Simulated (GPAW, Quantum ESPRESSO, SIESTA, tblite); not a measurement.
## tblite on C(100)/TiO2(101) interface (120 atoms): settings against a plane-wave reference

Aim: run C(100)/TiO2(101) interface (120 atoms) in tblite and see how near its forces come to a plane-wave reference, and at what cost.

Method: the method is named at each step, in tblite 0.8.0.

## 1. Set-up

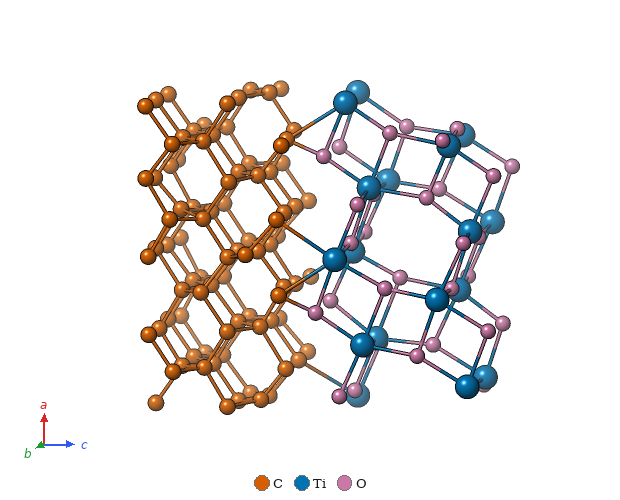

The cell as given, from the side, with the c axis across the page (carbon orange, titanium blue, oxygen pink). Bonds to atoms that aren't drawn are left out. Some periodic images of atoms are drawn too.

The cell holds 120 atoms: 72 C, 16 Ti and 32 O. Cell: a = 10.239 Å, b = 7.570 Å, c = 23.581 Å, α = 90.0°, β = 90.0°, γ = 90.0°. It derives from C. Diamond-structure C(100), 3 repeat layers, 12 surface cells, strained +1.49 and +0.04 %; anatase TiO2(101), 2 layers, 2 cells, +0.00 and +0.00 %; outer planes 1.29 Å apart, 12 Å of vacuum above; not relaxed, displaced by a Gaussian of 0.02 Å. Then every atom was moved at random, 0.05 Å r.m.s. a Cartesian component. Regions: C, 72 atoms (72 C); TiO2, 48 atoms (16 Ti and 32 O). Vacuum lies along c.

The yardstick, on the same geometry:

```
method                 : Kohn-Sham DFT, PBE, SSSP efficiency 1.3.0 pseudopotentials, plane waves (Quantum ESPRESSO 7.5); sssp-pbe-1.3.0-efficiency, cutoffs 60/480 Ry, Γ point
r.m.s. force component : 1.922 eV/Å
longest force          : 7.573 eV/Å
time                   : 28 min on 4 MPI ranks of Arm Neoverse V1, shared host
CPU time               : 1.9 h
```

## 2. GFN1-xTB

Method: GFN1-xTB tight binding, diagonalisation.

Input file run.py:

```python
import numpy as np
from ase.io import read
from tblite.ase import TBLite

atoms = read("structure.xyz")
atoms.calc = TBLite(method="GFN1-xTB", electronic_temperature=580, accuracy=1.0, max_iterations=250, mixer_damping=0.1, verbosity=1)
energy = atoms.get_potential_energy()
forces = atoms.get_forces()
print(f"energy {energy:.6f} eV")
print("forces (eV/A)")
for i, (a, f) in enumerate(zip(atoms, forces)):
    print(f"{i:4d} {a.symbol:2s} {f[0]:10.5f} {f[1]:10.5f} {f[2]:10.5f}")
print("charges (e)")
print(np.array2string(atoms.get_charges(), precision=4, suppress_small=True, max_line_width=110, threshold=100000))
```

Input file structure.xyz:

```xyz
120
Lattice="10.23930 0.00000 0.00000 0.00000 7.57000 0.00000 0.00000 0.00000 23.58071" Properties=species:S:1:pos:R:3 pbc="T T T"
C 7.56961 5.11906 5.98172
C 6.36157 2.46343 6.89217
C 6.34192 3.75593 7.70193
C 7.68040 3.73844 8.63691
C 7.60411 2.61210 9.54028
C 6.44103 5.06372 10.37386
C 7.76344 2.52460 6.14018
C 6.37448 7.49195 6.83180
C 6.39485 1.21816 7.77102
C 7.76200 1.22687 8.63549
C 7.68552 0.06904 9.58721
C 6.45076 2.59727 10.39084
C 7.75647 7.56523 6.02534
C 6.51496 4.97947 6.85350
C 6.31150 6.31368 7.79342
C 7.55752 6.30475 8.66520
C 7.68623 5.03019 9.47827
C 6.40827 7.53843 10.46913
C 5.18528 5.02587 6.00176
C 3.88684 2.46366 6.89783
C 3.86175 3.80468 7.71372
C 5.02555 3.84397 8.61899
C 5.15170 2.52830 9.52944
C 3.93261 5.01868 10.34934
C 5.07757 2.49606 6.02393
C 3.77769 0.04338 6.80893
C 3.93302 1.24004 7.75994
C 5.13736 1.21991 8.61309
C 5.21580 7.56069 9.41531
C 3.82028 2.43428 10.37811
C 5.11924 0.02967 6.11707
C 3.78916 5.07311 6.90467
C 3.83042 6.43791 7.73754
C 5.01214 6.23329 8.62347
C 5.12610 5.04646 9.46978
C 3.85479 7.56076 10.54482
C 2.47812 5.10369 6.13287
C 1.32558 2.65132 6.95607
C 1.20762 3.83231 7.78824
C 2.62218 3.78856 8.63148
C 2.56413 2.42793 9.54759
C 1.15837 4.98326 10.41961
C 2.56648 2.43179 6.04774
C 1.23568 7.55062 6.95159
C 1.27991 1.24807 7.73895
C 2.59495 1.23202 8.63950
C 2.44781 0.13702 9.49713
C 1.25175 2.59931 10.51299
C 2.47883 0.03876 6.13476
C 1.22994 5.08098 6.90467
C 1.28380 6.30066 7.83516
C 2.49747 6.25592 8.60837
C 2.57764 5.04109 9.55231
C 1.32671 0.10537 10.46087
C 10.20008 5.10210 6.01662
C 8.94956 2.56358 6.93862
[... 60 atom lines left out ...]
O 9.19766 3.32997 16.01979
O 4.05497 1.37146 16.10445
O 6.99467 1.45889 15.12986
O 1.88127 3.26789 15.18668
```

Started as:

```sh
OMP_NUM_THREADS=1 python run.py > output.txt
```

The log of the run:

```text
------------------------------------------------------------
  cycle        total energy    energy error   density error
------------------------------------------------------------
      1     -288.9238614660  -2.9020936E+02   1.0787807E+00
      2     -299.7140180014  -1.0790157E+01   9.2835574E-01
      3     -210.8384760639   8.8875542E+01   8.3902530E-01
      4     -221.3406606758  -1.0502185E+01   1.1378523E+00
      5     -297.3161000962  -7.5975439E+01   6.1333800E-01
      6     -231.6750606562   6.5641039E+01   6.4837251E-01
      7     -312.5392688995  -8.0864208E+01   5.3530380E-01
      8     -259.8279345644   5.2711334E+01   6.0078910E-01
      9     -308.6437369005  -4.8815802E+01   3.2740588E-01
     10     -318.7907491505  -1.0147012E+01   2.2582244E-01
     11     -321.5520244889  -2.7612753E+00   1.3180825E-01
     12     -321.9382738057  -3.8624932E-01   1.0030232E-01
     13     -322.2605036241  -3.2222982E-01   7.4806748E-02
     14     -322.3367321701  -7.6228546E-02   5.4204049E-02
     15     -322.3043647922   3.2367378E-02   4.5422152E-02
     16     -322.3581038244  -5.3739032E-02   4.2589759E-02
     17     -322.4527032288  -9.4599404E-02   3.1942911E-02
     18     -322.4975914147  -4.4888186E-02   2.6988226E-02
     19     -322.5195384186  -2.1947004E-02   2.3598762E-02
     20     -322.5402112123  -2.0672794E-02   2.1218014E-02
     21     -322.5550235831  -1.4812371E-02   1.9592862E-02
     22     -322.5578945277  -2.8709446E-03   1.6778276E-02
     23     -322.5657685636  -7.8740360E-03   1.4839134E-02
     24     -322.5712154122  -5.4468485E-03   1.0889643E-02
[...]
36     -322.5830326628  -4.8354677E-05   5.0409565E-04
     37     -322.5830492936  -1.6630770E-05   2.7765714E-04
     38     -322.5830607062  -1.1412607E-05   1.5192540E-04
     39     -322.5830641922  -3.4859581E-06   5.9027619E-05
     40     -322.5830644585  -2.6629323E-07   5.3472808E-05
     41     -322.5830644788  -2.0331811E-08   3.7779070E-05
     42     -322.5830646508  -1.7203422E-07   2.0233830E-05
     43     -322.5830647097  -5.8866476E-08   1.1384101E-05
------------------------------------------------------------
 total:                                   7.765 sec
energy -8777.932299 eV
forces (eV/A)
   0 C     5.45677    0.59870    1.29072
   1 C     1.20609    0.55422   -2.15030
   2 C     1.53447   -0.49318    2.44902
   3 C    -1.48600    2.74052   -1.95225
   4 C     4.07938   -3.45611    0.98730
   5 C    -1.45263   -0.20555   -2.97763
   6 C    -3.49513   -0.84519   -0.01600
   7 C     1.00027    1.59022    0.12062
   8 C     1.91888    0.01174   -0.44409
   9 C    -4.36420    1.76023    1.95042
  10 C    -0.26372   -3.15354    2.70926
  11 C    -3.34145    1.91766   -0.08202
  12 C    -2.54269   -0.46012    1.83401
  13 C    -6.37736    1.46115   -0.44954
  14 C     1.78905   -1.74888   -0.96361
  15 C     3.10343    0.83452   -0.34232
  16 C    -1.10257    0.02904    2.38347
  17 C    -1.31249   -1.82495   -2.72081
  18 C    -1.87880   -0.02663    2.20169
  19 C    -1.52934    1.92056   -2.32016
  20 C    -2.08767   -0.83878    1.45141
  21 C     3.99980   -2.85250   -1.11948
  22 C    -0.81805    0.67419    1.15672
  23 C    -2.49779    1.70810   -0.20916
[...]
112 O     0.34591    0.59436    1.09608
 113 O     0.46884   -0.45750    1.51279
 114 O    -1.58014   -0.12214   -1.43774
 115 O    -1.13423   -0.18492   -0.45210
 116 O     0.20346    0.18634    0.63220
 117 O     0.19623    0.05775    0.23867
 118 O    -1.14659   -0.25235    1.18341
 119 O    -0.26262    0.02358   -0.36718
charges (e)
[-0.0633  0.0197  0.0188  0.0014  0.031  -0.0791 -0.0463  0.0326  0.0287  0.0147  0.0165 -0.0708 -0.0811
  0.0388  0.0303  0.0074 -0.0017 -0.0855 -0.0691  0.0306  0.0338  0.0178  0.0011  0.0077 -0.0844  0.0574
  0.0262  0.0172  0.0168  0.1181 -0.0571  0.0163  0.0213  0.0298  0.0111  0.1666 -0.0476  0.017   0.0296
 -0.0039  0.0049 -0.1451 -0.0773  0.0259  0.0309  0.002  -0.0042 -0.0852 -0.0815  0.0339  0.0446  0.009
  0.0209 -0.017  -0.0788  0.0365  0.033   0.0032 -0.0045  0.2254 -0.0477  0.0235  0.0304  0.0306 -0.0311
  0.0715 -0.0711  0.0069  0.0205  0.0024  0.0539  0.032   0.8672  0.8727  1.0097  1.0106 -0.5383 -0.5293
 -0.495  -0.5033 -0.5503 -0.5426 -0.4075 -0.4058  1.0424  1.0251  1.0524  1.0431 -0.5176 -0.5086 -0.5349
 -0.5484 -0.5224 -0.5242 -0.4789 -0.4833  0.9205  0.9112  1.0248  1.0281 -0.5411 -0.5475 -0.4978 -0.4981
 -0.5507 -0.5673 -0.4311 -0.4385  1.0591  1.055   1.059   1.0577 -0.5232 -0.5136 -0.5427 -0.523  -0.5326
 -0.5301 -0.4878 -0.4899]
```

Wall time 8.4 s (1 thread of Arm Neoverse V1, shared host); peak memory 0.13 GiB.

Banners, paths, timers and routine set-up lines are dropped from the logs unmarked, and long logs keep their key lines alone; longer cuts are marked.

Numbers from this run, and their distance from the reference:

- r.m.s. force component: 1.878 eV/Å
- r.m.s. difference of force components: 563.7 meV/Å
- longest difference of force vectors: 2413 meV/Å
- force difference over r.m.s. force: 29.34 %
- slope of forces against the reference's: 0.9343
- correlation of force components: 0.9562

Length of the force difference by element (eV/Å):

| element | atoms | mean | most |
| --- | --- | --- | --- |
| C | 72 | 0.64 | 1.7 |
| O | 32 | 0.97 | 2.4 |
| Ti | 16 | 1.4 | 2.2 |

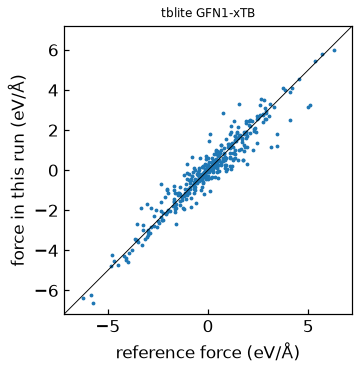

Force components against those of the reference; the line marks equality.

The surroundings of C60, whose charge lies farthest from its element's mean, nearest first, numbered as they follow in the input and with coordinates relative to it.

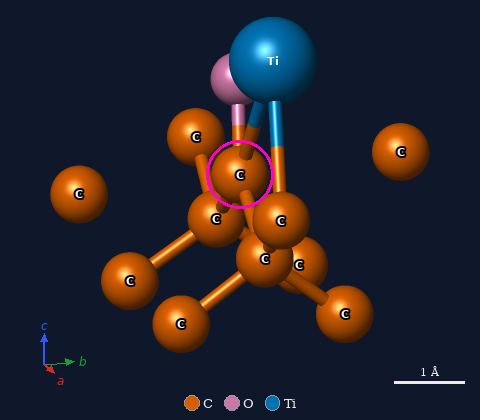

The atoms of the table, within 2.6 Å (arrows a, b, c point along x, y, z); some may hide others; the central atom is ringed.

| atom | x | y | z | distance (Å) | Mulliken charge (e) | Fx | Fy | Fz (eV/Å) |
| --- | --- | --- | --- | --- | --- | --- | --- | --- |
| C60 | 0.00 | 0.00 | 0.00 | 0.00 | 0.23 | -2.31 | -1.01 | -0.99 |
| O83 | -0.54 | 0.11 | 1.28 | 1.39 | -0.41 | 3.48 | -0.64 | -1.93 |
| C17 | -1.23 | -0.02 | -0.98 | 1.57 | 0.00 | -1.10 | 0.03 | 2.38 |
| C71 | 1.44 | -0.02 | -0.88 | 1.69 | 0.05 | -6.64 | 0.55 | -1.38 |
| Ti74 | 1.28 | 0.14 | 2.02 | 2.39 | 0.87 | 1.01 | 0.26 | 0.73 |
| C72 | 0.00 | 2.41 | 0.16 | 2.41 | 0.03 | -0.09 | 1.44 | -4.23 |
| C66 | 0.10 | -2.43 | -0.10 | 2.44 | 0.07 | -3.59 | 1.16 | 0.30 |
| C6 | -2.47 | 0.02 | -0.08 | 2.47 | -0.08 | -1.45 | -0.21 | -2.98 |
| C42 | 2.48 | -0.06 | -0.04 | 2.49 | -0.15 | 5.98 | -1.62 | 2.48 |
| C58 | 1.29 | -1.23 | -1.81 | 2.54 | 0.00 | 0.48 | -1.79 | 0.30 |
| C70 | 1.29 | 1.21 | -1.84 | 2.55 | 0.00 | 0.23 | 1.83 | 2.53 |
| C4 | -1.23 | -1.31 | -1.82 | 2.56 | 0.00 | -1.49 | 2.74 | -1.95 |
| C16 | -1.36 | 1.26 | -1.79 | 2.57 | 0.01 | 3.10 | 0.83 | -0.34 |

Atoms are counted from 1 here, from 0 in the log.

Forces lie 29 % from the reference's, at 0.0012 times its CPU time (on 1 against 4 cores).

## 3. What came out

```
force difference from the reference : tblite GFN1-xTB, 29 %
its CPU time                        : 8.4 s
```

What this shows: Tight binding differs by 29 % (tblite GFN1-xTB); it is another model, with fitted parameters of its own, and the xTB methods hold dispersion. One electronic-structure run takes under half the reference's CPU time: tblite GFN1-xTB, at 29 % in 8.4 s against 1.9 h. Periodic xTB results under one method name differ between programs and library versions. The host structure and its lattice constant were typed by rule, without a check against the phase diagram. The runs have no spin polarisation, so any moments at edges, vacancies or dangling bonds can't form. The electronic-structure runs sample only Γ, in a cell whose shortest periodic width is 8 Å, which is coarse for a cell with partly filled levels.

[Also dropped from logs without a mark: logging warnings of Python, and SIESTA's first energy breakdown and zero terms.]

[Logs are printed without paths, hosts, clocks, repeated set-up lines and the standing remarks that a program may print on its own settings, such as how far it seeks lower states.]

[Hosts, paths, dates, database ids (printed as entryN), source tags and the programs' standing remarks are cut or masked in the printed files.]
